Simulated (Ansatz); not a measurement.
# How fast states decay through Mg4CdTe4S

A new crystal, Mg4CdTe4S: structure, gap and complex bands. It is built by putting Mg for Zn, Te for Se in the Zn4CdSe4S structure of space group Imm2, with the volume rescaled by atomic radii. The parent structure comes from the Materials Project.

Main program and level: Ansatz 0.2.0; PBE DFT, plane waves, PAW files, in the first sound run; inputs show where later runs differ.

The structure was built from a prototype and need not be the compound's stable phase.

**1. Starting point**

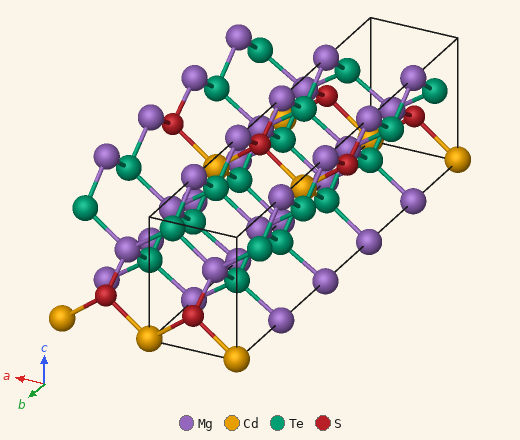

Start, viewed from a free direction; magnesium purple, cadmium orange, tellurium teal, sulfur red. 2×1×1 cells are drawn. This picture shows the conventional cell, with its axes. Some periodic images of atoms are drawn too.

**2. Cell and atoms at rest**

The substituted atoms don't fit the parent's cell, so cell and atoms relax together. A small smearing keeps the run stable in case the gap closes on the way.

The input, input.yaml:

```yaml
crystal:
  lattice:
    - [-2.1915910055, 10.9213143607, 3.1026536982]
    - [2.1915910055, -10.9213143607, 3.1026536982]
    - [2.1915910055, 10.9213143607, -3.1026536982]
  atoms:
    - { symbol: Mg, position: [0.395013, 0.99372, 0.401293] }
    - { symbol: Mg, position: [0.798865, 0.000279, 0.798586] }
    - { symbol: Mg, position: [0.201693, 0.000279, 0.201414] }
    - { symbol: Mg, position: [0.592427, 0.99372, 0.598707] }
    - { symbol: Cd, position: [0.011892, 0.011892, 0.0] }
    - { symbol: Te, position: [0.633823, 0.7383865, 0.8954365] }
    - { symbol: Te, position: [0.047519, 0.7464865, 0.3010325] }
    - { symbol: Te, position: [0.445454, 0.7464865, 0.6989675] }
    - { symbol: Te, position: [0.84295, 0.7383865, 0.1045635] }
    - { symbol: S, position: [0.280362, 0.780362, 0.5] }
kpoints:
  mp_grid: { grid: [6, 6, 6] }
scf:
  occupations: { method: gaussian, width: 0.03 }
hamiltonian:
  xc: pbe
output:
  forces: true
  stress: true
relax:
  f_tol: 0.02
  max_steps: 60
  cell: {}
```

Run with:

```bash
ansatz run input.yaml --threads 2 --pin off --max-ram 4096MiB --backend cpu --events-out ev --progress --plain --runs-dir out
```

Numbers of over 12 decimals in the logs are rounded to 6 here.

Log:

```text
basis.fft_grid_basis auto: the FFT boxes are laid along the combinations [[1, 1, 0], [0, 1, 1], [0, 0, 1]] of the cell's own vectors, 6.205, 4.383 and 11.563 Å long. The dense box has 45×30×80 points. Along the cell's own vectors, as sized, it would have 80×80×80, 4.74 times as many. Of the 4 symmetry operations that the crystal satisfies within crystal.symmetry.tolerance (time reversal apart; of a slab, those that k [...]
Engine: ansatz 0.2.0, aarch64-unknown-linux-gnu
Pseudopotentials: kind: paw
Pseudopotential: Mg, paw, valence charge 10, recommended cutoff 420 eV (normal), Mg.paw.azcp
Pseudopotential: Cd, paw, valence charge 20, recommended cutoff 420 eV (normal), Cd.paw.azcp
Pseudopotential: Te, paw, valence charge 16, recommended cutoff 420 eV (normal), Te.paw.azcp
Pseudopotential: S, paw, valence charge 6, recommended cutoff 420 eV (normal), S.paw.azcp
Functional definition: PBE
  parameter kappa = 0.804
  parameter beta = 0.066725
  exchange = pbe_x(kappa = kappa, mu = beta*pi^2/3)
  correlation = pbe_c(beta = beta)
Crystal: 10 atoms, lattice volume = 297.049 Å³
Basis set: ecut = 420 eV, 5813 PW (Γ), FFT grids on a1+a2, a2+a3, a3, exchange–correlation on 90×60×160 points (8 copies of the dense FFT grid, shifted against one another)
Bands: 78, of which v1, the nominal top of the filled ones, is band 65 counted from 1 (64 counted from 0)
Symmetry: 4 space group operations
Space group: Imm2 (ITA 44), of the structure as read, at distance tolerance 6.7e-5 Å
k-points: 46 of 216 (time reversal used)
Non-local potential: Mg, projectors of the file, l = 0: 3, l = 1: 2, l = 2: 1
Non-local potential: Cd, projectors of the file, l = 0: 3, l = 1: 2, l = 2: 2, l = 3: 1
Non-local potential: Te, projectors of the file, l = 0: 2, l = 1: 2, l = 2: 2, l = 3: 2
Non-local potential: S, projectors of the file, l = 0: 2, l = 1: 2, l = 2: 2
PAW form: soft (Blöchl's): semilocal exchange-correlation on the pseudo side does not see the compensation charge
PAW one-centre angular grid: Mg, 110 points (default); XC on 64 Gauss nodes
PAW one-centre angular grid: Cd, 590 points (default); XC on 64 Gauss nodes
PAW one-centre angular grid: Te, 590 points (default); XC on 64 Gauss nodes
PAW one-centre angular grid: S, 110 points (default); XC on 64 Gauss nodes
Initial density: superposition of atomic densities (neutral atoms: chi_scale 0, normalization atom), corrected by the library's trained network
Initial wavefunctions: pseudopotential atomic-orbital guess
Functional: x = pbe(κ = 0.804, μ = 0.219515), c = pbe(β = 0.066725)
SCF iter   1: F=—  HF=-44779.372991 eV  |F-HF|=—  |Δ(HF+E_count)|=         —  Δρ=7.43e-4  dr2=7.19e-3  ethr=1.77e-3  ⟨swp⟩=7.8  Hψ=14649  notcnv=0  defer=52
preconditioner: auto → Resta (q_TF=auto, 2.377 Å⁻¹)  ε∞=3.6  [insulator: Δε(μ)=2.205 eV  Ē_g=9.532 eV  σ=0.030 eV  W_gap=1.00  n_scr=66 (ndim 8)  ℏωp=15.2 eV  f_vac=0.096  D(μ)=0.00/eV (n_scr^D=0)  ε∞_Penn≈3.6]
SCF iter   2: F=—  HF=-44779.372433 eV  |F-HF|=—  |Δ(HF+E_count)|=   5.57e-4  Δρ=3.85e-4  dr2=1.09e-3  ethr=5.53e-6  ⟨swp⟩=2.8  Hψ=6820  notcnv=0  defer=251
SCF iter   3: F=—  HF=-44779.372269 eV  |F-HF|=—  |Δ(HF+E_count)|=   1.65e-4  Δρ=1.48e-4  dr2=1.22e-4  ethr=8.37e-7  ⟨swp⟩=2.0  Hψ=4381  notcnv=0  defer=251
SCF iter   4: F=—  HF=-44779.372312 eV  |F-HF|=—  |Δ(HF+E_count)|=   4.33e-5  Δρ=5.35e-5  dr2=1.52e-5  ethr=9.41e-8  ⟨swp⟩=2.0  Hψ=4435  notcnv=0  defer=251
SCF iter   5: F=—  HF=-44779.372247 eV  |F-HF|=—  |Δ(HF+E_count)|=   6.54e-5  Δρ=1.59e-5  dr2=1.21e-6  ethr=1.17e-8  ⟨swp⟩=2.0  Hψ=4420  notcnv=0  defer=251
SCF iter   6: F=—  HF=-44779.372248 eV  |F-HF|=—  |Δ(HF+E_count)|=   1.65e-6  Δρ=1.00e-5  dr2=2.74e-7  ethr=9.33e-10  ⟨swp⟩=2.0  Hψ=6275  notcnv=0  defer=251
SCF iter   7: F=-44779.372249 eV  HF=-44779.372248 eV  |F-HF|=3.67e-8  |Δ(HF+E_count)|=   9.49e-8  Δρ=2.62e-6  dr2=2.18e-8  ethr=7.69e-11  ⟨swp⟩=5.0  Hψ=11238  notcnv=0
SCF 1 converged in 7 iterations: F = -44779.372249 eV  dr2 = 2.18e-8
  greatest PAW one-centre occupation: 1.000 electrons in one spin orbital (limit 2), on the Cd atom at site 4 (counted from 0), in its partial waves of l = 0
relax step   1: F+E_penalty+E_count = -44779.37224853 eV  Δ(F+E_penalty+E_count) = +0.000e0 eV  max|allowed force component| = 9.410e-1 eV/Å  Δτ_max = 0.0000 Å  P = +4.234 GPa  Ω = 297.049 Å³  (7 SCF iters, dr2 threshold 1.00e-7 eV, accepted)
Crystal: 10 atoms, lattice volume = 327.480 Å³
Basis set: ecut = 420 eV, 6381 PW (Γ), FFT grids on a1+a2, a2+a3, a3, exchange–correlation on 90×60×160 points (8 copies of the dense FFT grid, shifted against one another)
Initial density: handed on by an earlier stage of this run
Initial wavefunctions: those handed on with the density
iter 1 solved again at ethr=1.73e-4 eV; its pass at ethr=3.10e-3 eV (dr2=2.25e-1 eV) is discarded
SCF iter   1: F=—  HF=-44780.113041 eV  |F-HF|=—  |Δ(HF+E_count)|=         —  Δρ=9.03e-3  dr2=2.25e-1  ethr=1.73e-4  ⟨swp⟩=3.1  Hψ=19613  notcnv=0
preconditioner: auto → Resta (q_TF=auto, 2.339 Å⁻¹)  ε∞=3.4  [insulator: Δε(μ)=1.614 eV  Ē_g=9.294 eV  σ=0.030 eV  W_gap=1.00  n_scr=66 (ndim 8)  ℏωp=14.5 eV  f_vac=0.139  D(μ)=0.00/eV (n_scr^D=0)  ε∞_Penn≈3.4]
SCF iter   2: F=—  HF=-44780.086133 eV  |F-HF|=—  |Δ(HF+E_count)|=   2.69e-2  Δρ=4.86e-3  dr2=6.60e-2  ethr=1.73e-4  ⟨swp⟩=3.5  Hψ=4557  notcnv=0
SCF iter   3: F=—  HF=-44780.090108 eV  |F-HF|=—  |Δ(HF+E_count)|=   3.98e-3  Δρ=7.05e-4  dr2=2.87e-3  ethr=5.08e-5  ⟨swp⟩=3.6  Hψ=7329  notcnv=0  defer=7
SCF iter   4: F=—  HF=-44780.091492 eV  |F-HF|=—  |Δ(HF+E_count)|=   1.38e-3  Δρ=2.71e-4  dr2=3.09e-4  ethr=2.21e-6  ⟨swp⟩=2.0  Hψ=6300  notcnv=0  defer=7
SCF iter   5: F=—  HF=-44780.091713 eV  |F-HF|=—  |Δ(HF+E_count)|=   2.21e-4  Δρ=9.87e-5  dr2=3.95e-5  ethr=2.38e-7  ⟨swp⟩=2.0  Hψ=6426  notcnv=0  defer=7
SCF iter   6: F=—  HF=-44780.091768 eV  |F-HF|=—  |Δ(HF+E_count)|=   5.58e-5  Δρ=5.27e-5  dr2=8.53e-6  ethr=3.04e-8  ⟨swp⟩=2.0  Hψ=6564  notcnv=0  defer=7
SCF iter   7: F=-44780.091776 eV  HF=-44780.091775 eV  |F-HF|=1.31e-6  |Δ(HF+E_count)|=   6.62e-6  Δρ=1.42e-5  dr2=7.68e-7  ethr=7.69e-10  ⟨swp⟩=3.1  Hψ=15348  notcnv=0
SCF 2 converged in 7 iterations: F = -44780.091776 eV  dr2 = 7.68e-7
relax step   2: F+E_penalty+E_count = -44780.09177635 eV  Δ(F+E_penalty+E_count) = -7.195e-1 eV  max|allowed force component| = 1.187e-1 eV/Å  Δτ_max = 0.1949 Å  P = -0.376 GPa  Ω = 327.480 Å³  energy of the carried Pulay correction = -3.214e-3 eV  (7 SCF iters, dr2 threshold 1.00e-6 eV, accepted)
Crystal: 10 atoms, lattice volume = 324.460 Å³
Basis set: ecut = 420 eV, 6309 PW (Γ), FFT grids on a1+a2, a2+a3, a3, exchange–correlation on 90×60×160 points (8 copies of the dense FFT grid, shifted against one another)
iter 1 solved again at ethr=7.83e-6 eV; its pass at ethr=3.10e-3 eV (dr2=1.02e-2 eV) is discarded
SCF iter   1: F=—  HF=-44780.110963 eV  |F-HF|=—  |Δ(HF+E_count)|=         —  Δρ=2.18e-3  dr2=1.05e-2  ethr=7.83e-6  ⟨swp⟩=2.7  Hψ=17822  notcnv=0
preconditioner: auto → Resta (q_TF=auto, 2.343 Å⁻¹)  ε∞=3.5  [insulator: Δε(μ)=1.621 eV  Ē_g=9.271 eV  σ=0.030 eV  W_gap=1.00  n_scr=66 (ndim 8)  ℏωp=14.6 eV  f_vac=0.116  D(μ)=0.00/eV (n_scr^D=0)  ε∞_Penn≈3.5]
SCF iter   2: F=—  HF=-44780.109835 eV  |F-HF|=—  |Δ(HF+E_count)|=   1.13e-3  Δρ=1.14e-3  dr2=2.69e-3  ethr=7.83e-6  ⟨swp⟩=2.4  Hψ=5851  notcnv=0
SCF iter   3: F=—  HF=-44780.110131 eV  |F-HF|=—  |Δ(HF+E_count)|=   2.95e-4  Δρ=1.94e-4  dr2=1.77e-4  ethr=2.07e-6  ⟨swp⟩=2.1  Hψ=6178  notcnv=0
SCF iter   4: F=—  HF=-44780.110087 eV  |F-HF|=—  |Δ(HF+E_count)|=   4.41e-5  Δρ=5.88e-5  dr2=2.03e-5  ethr=1.36e-7  ⟨swp⟩=2.0  Hψ=5198  notcnv=0
SCF iter   5: F=—  HF=-44780.110095 eV  |F-HF|=—  |Δ(HF+E_count)|=   8.70e-6  Δρ=2.57e-5  dr2=2.50e-6  ethr=1.56e-8  ⟨swp⟩=2.0  Hψ=6348  notcnv=0
SCF iter   6: F=-44780.110097 eV  HF=-44780.110097 eV  |F-HF|=1.30e-7  |Δ(HF+E_count)|=   1.42e-6  Δρ=1.03e-5  dr2=3.44e-7  ethr=6.78e-10  ⟨swp⟩=5.0  Hψ=13019  notcnv=0
SCF 3 converged in 6 iterations: F = -44780.110097 eV  dr2 = 3.44e-7
relax step   3: F+E_penalty+E_count = -44780.11009685 eV  Δ(F+E_penalty+E_count) = -1.832e-2 eV  max|allowed force component| = 6.506e-2 eV/Å  Δτ_max = 0.0491 Å  P = -0.078 GPa  Ω = 324.460 Å³  energy of the carried Pulay correction = -2.909e-3 eV  (6 SCF iters, dr2 threshold 8.81e-7 eV, accepted)
[...]
relax step   4: F+E_penalty+E_count = -44780.11187763 eV  Δ(F+E_penalty+E_count) = -1.781e-3 eV  max|allowed force component| = 9.473e-3 eV/Å  Δτ_max = 0.0111 Å  P = -0.002 GPa  Ω = 323.780 Å³  energy of the carried Pulay correction = -2.840e-3 eV  (5 SCF iters, dr2 threshold 2.65e-7 eV, accepted)
Basis set: ecut = 420 eV, 6293 PW (Γ), FFT grids on a1+a2, a2+a3, a3, exchange–correlation on 90×64×160 points (8 copies of the dense FFT grid, shifted against one another)
Initial wavefunctions: pseudopotential atomic-orbital guess (no wavefunctions were taken with the density)
iter 1 solved again at ethr=1.96e-7 eV; its pass at ethr=3.10e-3 eV (dr2=2.55e-4 eV) is discarded
SCF iter   1: F=—  HF=-44780.107035 eV  |F-HF|=—  |Δ(HF+E_count)|=         —  Δρ=2.65e-4  dr2=8.95e-6  ethr=1.96e-7  ⟨swp⟩=4.3  Hψ=25846  notcnv=0  defer=1
preconditioner: auto → Resta (q_TF=auto, 2.343 Å⁻¹)  ε∞=3.5  [insulator: Δε(μ)=1.604 eV  Ē_g=9.288 eV  σ=0.030 eV  W_gap=1.00  n_scr=66 (ndim 8)  ℏωp=14.6 eV  f_vac=0.116  D(μ)=0.00/eV (n_scr^D=0)  ε∞_Penn≈3.5]
SCF iter   2: F=—  HF=-44780.112572 eV  |F-HF|=—  |Δ(HF+E_count)|=   5.54e-3  Δρ=1.33e-4  dr2=1.98e-6  ethr=6.89e-9  ⟨swp⟩=2.1  Hψ=6592  notcnv=0
SCF iter   3: F=—  HF=-44780.114400 eV  |F-HF|=—  |Δ(HF+E_count)|=   1.83e-3  Δρ=2.11e-5  dr2=1.06e-7  ethr=1.52e-9  ⟨swp⟩=2.0  Hψ=4736  notcnv=0
SCF iter   4: F=—  HF=-44780.114442 eV  |F-HF|=—  |Δ(HF+E_count)|=   4.24e-5  Δρ=2.74e-6  dr2=1.10e-8  ethr=8.13e-11  ⟨swp⟩=2.0  Hψ=6578  notcnv=0
SCF iter   5: F=—  HF=-44780.114443 eV  |F-HF|=—  |Δ(HF+E_count)|=   4.71e-7  Δρ=5.20e-7  dr2=1.95e-9  ethr=8.44e-12  ⟨swp⟩=2.0  Hψ=4624  notcnv=0
SCF iter   6: F=—  HF=-44780.114443 eV  |F-HF|=—  |Δ(HF+E_count)|=   5.97e-9  Δρ=2.50e-7  dr2=2.66e-10  ethr=1.50e-12  ⟨swp⟩=2.0  Hψ=4738  notcnv=0
SCF iter   7: F=-44780.114443 eV  HF=-44780.114443 eV  |F-HF|=9.46e-11  |Δ(HF+E_count)|=  4.00e-10  Δρ=6.53e-8  dr2=1.61e-11  ethr=1.00e-12  ⟨swp⟩=5.0  Hψ=12462  notcnv=0
SCF 5 converged in 7 iterations: F = -44780.114443 eV  dr2 = 1.61e-11
relax step   5: F+E_penalty+E_count = -44780.11444296 eV  Δ(F+E_penalty+E_count) = -2.565e-3 eV  max|allowed force component| = 9.408e-3 eV/Å  Δτ_max = 0.0000 Å  P = -0.005 GPa  Ω = 323.780 Å³  stress off target by 3.16e-2 GPa  SCF on the basis re-selected at this cell (its energy is not comparable with the rows above)  (7 SCF iters)
basis re-selected at this cell: Δ(F+E_penalty+E_count) = -2.565e-3 eV, ΔP = -0.003 GPa vs the last step (what re-selecting the basis moved, of the pressure what is left beyond the Pulay correction that the steps carried, after the strain that the cell walked since its last selection, with what the two solves' SCF thresholds leave and, on support functions, any second-order correction that the steps lacked; it is no measure of the basis error at this ecutwfc). The dense FFT grid was sized anew with the basis: this SCF ran on 45×32×80 points, the steps before it on 45×30×80, so part of this shift can come from that change (see relax.cell in the input reference). [rest of the remark cut]
SCF converged after 7 iterations
Free energy (F): -44780.114443 eV
Harris-Foulkes:  -44780.114443 eV  (|F-HF|=9.46e-11)
Internal energy: -44780.114443 eV  (E = F + TS)
E sigma→0 (E₀):  -44780.114443 eV
Fermi energy:    5.512940 eV
--- Per-component energies (eV) ---
  E_band       = -3212.090890
  E_kinetic    = 1635.227132
  E_local      = -17600.853558  (includes V_loc(G=0)·N_el)
  E_nonlocal   = -794.808233
  E_hartree    = 8303.455764
  E_xc         = -885.858991
  E_vxc        = -873.755206  (∫ρ·V_xc dr)
  E_paw        = -24506.895328  (= ΣΔE_a)
  E_vpaw       = -2184.811828  (= ΣTr[D̂ρ^β])
  E_aug_tail   = -0.000771  (compensation charges beyond the density's cutoff)
  E_ewald      = -10930.380459
  E_smearing   = -0.000000  (= −TS)
  E_closure    = 0.000000  (closes the sum)
  Σ components = -44780.114443   (vs F -44780.114443, Δ=0.00e0)
--- Forces (eV/Å), atoms counted from 1 ---
  atom   1  Mg     0.00000000    -0.00552530     0.00419008
  atom   2  Mg     0.00000000    -0.00940816     0.00085621
  atom   3  Mg     0.00000000     0.00940816     0.00085621
  atom   4  Mg     0.00000000     0.00552530     0.00419008
  atom   5  Cd     0.00000000     0.00000000    -0.00052559
  atom   6  Te     0.00000000     0.00507156     0.00811668
  atom   7  Te     0.00000000    -0.00226841    -0.00859426
  atom   8  Te     0.00000000     0.00226841    -0.00859426
  atom   9  Te     0.00000000    -0.00507156     0.00811668
  atom  10  S      0.00000000     0.00000000    -0.00861220
  max |Σ_I F_I| component: 3.83e-7 eV/Å
--- Stress (GPa, compression-positive) ---
       -0.007215       0.000000       0.000000
        0.000000       0.022901       0.000000
        0.000000       0.000000      -0.031576
  P = ⅓ Tr σ = -0.0053 GPa (-0.053 kbar)
--- Relaxed structure (4 steps of the walk, 4 accepted, 1 SCFs on fresh bases) ---
  F+E_penalty+E_count = -44780.11444296 eV   max|allowed force component| = 9.408e-3 eV/Å   (the final SCF, on the basis selected at the relaxed cell)
  cell:  # Å, volume = 323.7800 Å³
    - [-2.257177, 11.300413, 3.173439]
    - [2.257177, -11.300413, 3.173439]
    - [2.257177, 11.300413, -3.173439]
  atoms:
    - { symbol: Mg, position: [0.396811, 0.985548, 0.411262] }
    - { symbol: Mg, position: [0.791996, -0.00731721, 0.799313] }
    - { symbol: Mg, position: [0.193370, -0.00731721, 0.200687] }
    - { symbol: Mg, position: [0.574286, 0.985548, 0.588738] }
    - { symbol: Cd, position: [0.035061, 0.035061, 1.5685286367100782e-19] }
    - { symbol: Te, position: [0.650823, 0.747917, 0.902906] }
    - { symbol: Te, position: [0.056672, 0.751978, 0.304694] }
    - { symbol: Te, position: [0.447284, 0.751978, 0.695306] }
    - { symbol: Te, position: [0.845011, 0.747917, 0.097094] }
    - { symbol: S, position: [0.258685, 0.758685, 0.500000] }
```

Wall time 6.3 min (2 threads of Arm Neoverse N1, shared host); peak memory 1.1 GiB; 12 min of CPU time.

Step by step:

| step | energy less that of the first step (eV) | largest force component (eV/Å) | pressure (GPa) | volume (Å³) |
| --- | --- | --- | --- | --- |
| 1 | 0.0000 | 0.9410 | 4.23 | 297.05 |
| 2 | -0.7195 | 0.1187 | -0.38 | 327.48 |
| 3 | -0.7378 | 0.0651 | -0.08 | 324.46 |
| 4 | -0.7396 | 0.0095 | 0.00 | 323.78 |
| 5* | -0.7422 | 0.0094 | -0.01 | 323.78 |

Relaxation steps marked * repeat the geometry before them on a plane-wave basis chosen anew for their cell, so energy and pressure can jump there.

Forces are held to the 4 operations that the run works with; a distortion that breaks them can't arise in this run.

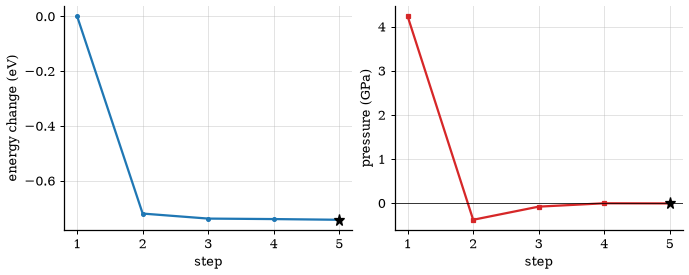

Energy and pressure along the relaxation. Stars mark steps on a basis chosen anew.

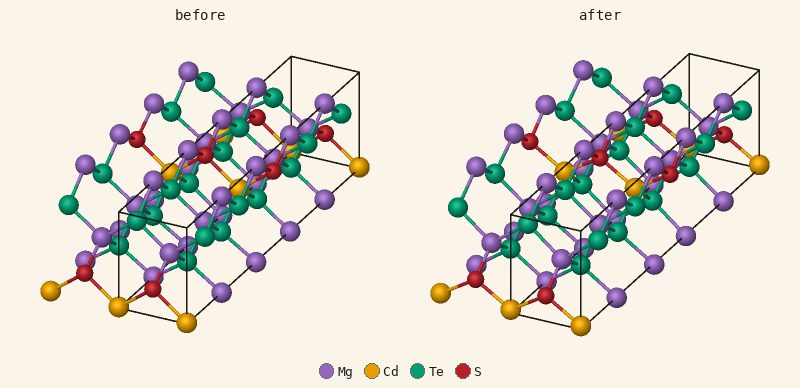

Before and after, at one scale.

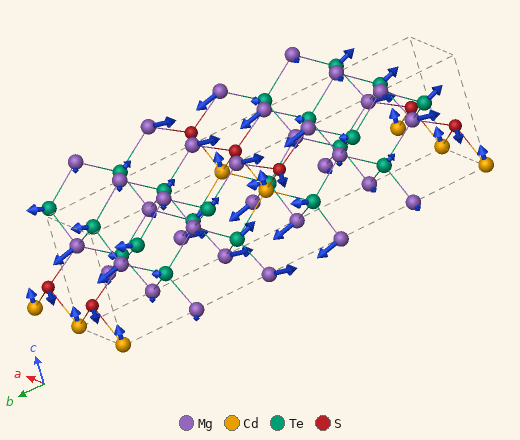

Displacements in the relaxation, exaggerated, measured against the changing cell; the longest in the cell stands for 0.23 Å. 2×1×1 conventional cells are drawn. Some periodic images of atoms are drawn too.

| conventional cell, symmetrised | before | after | change |
| --- | --- | --- | --- |
| a (Å) | 4.383 | 4.514 | +3.0 % |
| b (Å) | 21.843 | 22.601 | +3.5 % |
| c (Å) | 6.205 | 6.347 | +2.3 % |
| volume (Å³/atom) | 29.70 | 32.38 | +9.0 % |

The atoms that moved most (Å, as changes of fractional coordinates times the final cell):

| atom | dx | dy | dz | length |
| --- | --- | --- | --- | --- |
| Mg1 | 0.000 | 0.225 | -0.052 | 0.231 |
| Mg4 | 0.000 | -0.225 | -0.052 | 0.231 |
| Te6 | 0.000 | 0.169 | 0.060 | 0.179 |
| Te9 | 0.000 | -0.169 | 0.060 | 0.179 |
| Cd5 | 0.000 | 0.000 | 0.147 | 0.147 |
| S10 | 0.000 | 0.000 | -0.138 | 0.138 |
| Te8 | 0.000 | -0.083 | 0.035 | 0.090 |
| Te7 | 0.000 | 0.083 | 0.035 | 0.090 |

This step gave:

```yaml
free_energy: -44780.1144 eV
fermi_energy: 5.513 eV
pressure: -0.005296 GPa
```

The largest force component on a free atom ends at 0.0094 eV/Å.

(Part 1 of 3 ends here.)

[Logs are printed without paths, hosts, clocks, repeated set-up lines and the standing remarks that a program may print on its own settings, such as how far it seeks lower states.]

[Hosts, paths, dates, database ids (printed as entryN), source tags and the programs' standing remarks are cut or masked in the printed files.]

[New means built here by substitution; the compound itself may be known and measured.]
